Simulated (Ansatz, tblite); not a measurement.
# SnHF3: spin-state energies by level

Is the singlet the ground state of SnHF3? Other spin states are computed and compared level by level.

Computed with Ansatz 0.2.0, Gaussian basis. Level: as each input shows.

Plan: triplet, at the geometry of the singlet (GFN1-xTB, GFN2-xTB, PBE0-D4/def2-TZVP, PBE-D4/def2-TZVP, r2SCAN-D4/def2-TZVP); the singlet's energies come from earlier runs.

3 further runs of the same task are left out: 3 set aside as unsound or not needed. Runs told in other sessions of the task aren't counted.

### Step 1. The geometry

The geometry is that of the singlet, from an earlier relaxation (PBE0-D4/def2-TZVP).

5 atoms, charge 0, spin multiplicity 1.

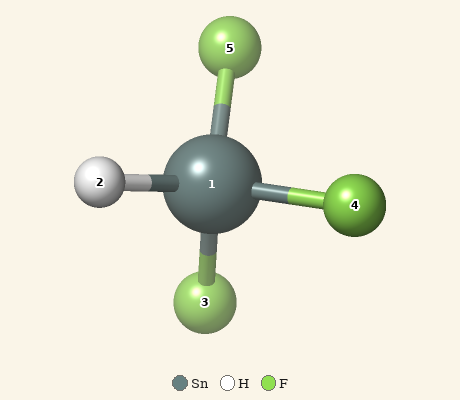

The structure; tin teal, hydrogen white, fluorine green; atoms are numbered from 1 in the order of the file.

Sn takes a core potential in the def2 sets. No spin-orbit coupling is included.

### Step 2. Triplet at the fixed geometry, GFN1-xTB

Tight binding, by tblite at 300 K electronic temperature and without a spin-polarisation term:

```python
tblite.interface.Calculator('GFN1-xTB', numbers, positions, charge=0, uhf=2).singlepoint()
```

Energy -497.5672 eV; 0.002 s.

### Step 3. Triplet at the fixed geometry, GFN2-xTB

Tight binding, by tblite at 300 K electronic temperature and without a spin-polarisation term:

```python
tblite.interface.Calculator('GFN2-xTB', numbers, positions, charge=0, uhf=2).singlepoint()
```

Energy -453.5657 eV; 0.003 s.

### Step 4. Triplet at the fixed geometry, PBE0-D4/def2-TZVP

The input, in.yaml:

```yaml
crystal:
  periodic: [false, false, false]
  atoms:
    - {symbol: Sn, position_ang: [0.000737, -0.001182, 0.118699]}
    - {symbol: H, position_ang: [0.011285, -0.017930, 1.800288]}
    - {symbol: F, position_ang: [1.728206, 0.010658, -0.650523]}
    - {symbol: F, position_ang: [-0.873919, 1.504395, -0.619072]}
    - {symbol: F, position_ang: [-0.866300, -1.495941, -0.649382]}
basis:
  gaussian: {orbitals: def2-TZVP}
magnetization: {spin_polarized: true, initial_magnetization: 2}
hamiltonian: {xc: pbe0, dispersion: d4}
scf: {omitted_lower_state_checks: [starts]}
output: {orbitals: {seedname: orbitals}}
```

Launch:

```console
$ ansatz run in.yaml --threads 4 --pin off --events-out ev --progress --plain --max-ram 3916MiB
```

Output:

```text
Functional definition: PBE0
  name "PBE0"
  cite "Adamo & Barone, J. Chem. Phys. 110, 6158 (1999) doi:10.1063/1.478522"
  cite "Perdew, Burke & Ernzerhof, Phys. Rev. Lett. 77, 3865 (1996) doi:10.1103/PhysRevLett.77.3865"
  parent pbe
  parameter a = 0.25
  parameter kappa = 0.804
  parameter beta = 0.06672455060314922
  exchange = (1 - a)*pbe_x(kappa = kappa, mu = beta*pi^2/3) + a*exact_x
  correlation = pbe_c(beta = beta)
these checks for a lower state are left out or cut short: starts
973 factors; their error is unknown
mean field evaluation 1: about -13984.2037 eV, gradient 4.4e1 eV
mean field evaluation 2: about -13956.6252 eV, gradient 1.0e2 eV
mean field evaluation 4: about -13990.2173 eV, gradient 5.0e0 eV
mean field evaluation 8: about -13990.3044 eV, gradient 1.8e-1 eV
mean field evaluation 16: about -13990.4184 eV, gradient 1.3e-3 eV
mean field -13990.41837122 eV, -514.1383920963 hartree, gradient 6.5e-5 eV, S^2 2.007570; 0 other end points of the search recorded, 0 dependent functions left out
reference -13990.41840573 eV, -514.1383933644 hartree; 26, 24 occupied and 123, 125 virtual orbitals, 973 factors
Total energy: -13990.48496134 eV, -514.1408392378 hartree
Checks for a lower state left out: starts
```

Wall time 3 s (4 threads of Arm Neoverse V1, shared host).

HOMO -4.78 eV, LUMO -8.49 eV (over both spins; with the spin held, an empty level of the minority spin lies below the top filled one); ⟨S²⟩ 2.008 (pure: 2.00).

### Step 5. Triplet at the fixed geometry, PBE-D4/def2-TZVP

start.molden holds the orbitals of an earlier run on this state, given as this run's starting guess.

in.yaml, as its differences from that of step 4:

```diff
@@ -9,5 +9,5 @@
 basis:
-  gaussian: {orbitals: def2-TZVP}
+  gaussian: {orbitals: def2-TZVP, initial_orbitals: start.molden}
 magnetization: {spin_polarized: true, initial_magnetization: 2}
-hamiltonian: {xc: pbe0, dispersion: d4}
+hamiltonian: {xc: pbe, dispersion: d4}
 scf: {omitted_lower_state_checks: [starts]}
```

Same command.

Output:

```text
Functional definition: PBE
  name "PBE"
  cite "Perdew, Burke & Ernzerhof, Phys. Rev. Lett. 77, 3865 (1996) doi:10.1103/PhysRevLett.77.3865"
  parent pbe
  parameter kappa = 0.804
  parameter beta = 0.06672455060314922
  exchange = pbe_x(kappa = kappa, mu = beta*pi^2/3)
  correlation = pbe_c(beta = beta)
these checks for a lower state are left out or cut short: starts
900 factors; their error is unknown
mean field evaluation 1: about -13990.8220 eV, gradient 7.2e0 eV
mean field evaluation 2: about -13991.0147 eV, gradient 3.4e-1 eV
mean field evaluation 4: about -13991.0155 eV, gradient 1.6e-1 eV
mean field evaluation 8: about -13991.0155 eV, gradient 1.2e-5 eV
mean field -13991.01549984 eV, -514.1603361681 hartree, gradient 1.2e-5 eV, S^2 2.003014; 0 other end points of the search recorded, 0 dependent functions left out
reference -13991.01555146 eV, -514.1603380651 hartree; 26, 24 occupied and 123, 125 virtual orbitals, 900 factors
Total energy: -13991.09505337 eV, -514.1632597066 hartree
Checks for a lower state left out: starts
```

Wall time 1.9 s (4 threads of Arm Neoverse V1, shared host).

Report: HOMO -3.72 eV, LUMO -8.97 eV (over both spins; with the spin held, an empty level of the minority spin lies below the top filled one); ⟨S²⟩ 2.003 (pure: 2.00).

### Step 6. Triplet at the fixed geometry, r2SCAN-D4/def2-TZVP

in.yaml, as its differences from that of step 5:

```diff
@@ -11,3 +11,3 @@
 magnetization: {spin_polarized: true, initial_magnetization: 2}
-hamiltonian: {xc: pbe, dispersion: d4}
+hamiltonian: {xc: r2scan, dispersion: d4}
 scf: {omitted_lower_state_checks: [starts]}
```

The command is unchanged.

Output:

```text
Functional definition: r2SCAN
  name "r2SCAN"
  cite "Furness, Kaplan, Ning, Perdew & Sun, J. Phys. Chem. Lett. 11, 8208 (2020) doi:10.1021/acs.jpclett.0c02405"
  cite "Furness, Kaplan, Ning, Perdew & Sun, J. Phys. Chem. Lett. 11, 9248 (2020) doi:10.1021/acs.jpclett.0c03077"
  parent r2scan
  parameter k0 = 0.174
  parameter k1 = 0.065
  parameter a1 = 4.9479
  exchange = r2scan_x(k0 = k0, k1 = k1, a1 = a1)
  correlation = r2scan_c
these checks for a lower state are left out or cut short: starts
900 factors; their error is unknown
mean field evaluation 1: about -13997.3220 eV, gradient 4.2e0 eV
mean field evaluation 2: about -13997.3943 eV, gradient 1.5e-1 eV
mean field evaluation 4: about -13997.3908 eV, gradient 4.1e-3 eV
mean field -13997.39077858 eV, -514.3946233406 hartree, gradient 4.5e-5 eV, S^2 2.006254; 0 other end points of the search recorded, 0 dependent functions left out
reference -13997.39079445 eV, -514.3946239238 hartree; 26, 24 occupied and 123, 125 virtual orbitals, 900 factors
Total energy: -13997.40852900 eV, -514.3952756567 hartree
Checks for a lower state left out: starts
```

Wall time 4.6 s (4 threads of Arm Neoverse V1, shared host).

Report: HOMO -3.89 eV, LUMO -9.05 eV (over both spins; with the spin held, an empty level of the minority spin lies below the top filled one); ⟨S²⟩ 2.006 (pure: 2.00).

### Step 7. Triplet less singlet, vertical

The singlet's energies are those of its earlier runs, whose logs aren't repeated here.

```csv
level,"triplet less singlet, vertical (kcal/mol)",time
GFN1-xTB,+112.6,0.005 s
GFN2-xTB,+118.5,0.005 s
PBE-D4/def2-TZVP,+132.2,2.9 s
r2SCAN-D4/def2-TZVP,+139.5,6.7 s
PBE0-D4/def2-TZVP,+147.1,4.4 s
```

Times add the two runs; a level without a time comes out of a correlated run. Tight binding without a spin term can't rank spin states.

### Step 8. Summary of results

```
                                                quantity                                         value
triplet less singlet, vertical, functionals in def2-TZVP  +132.2 (PBE-D4) to +147.1 kcal/mol (PBE0-D4)
```

What this shows: All functionals put the triplet above the singlet, over a spread of 14.9 kcal/mol. The checks for a lower triplet were left out, so another state of that spin may lie lower. These are electronic energies, without zero-point motion, entropy or surroundings.
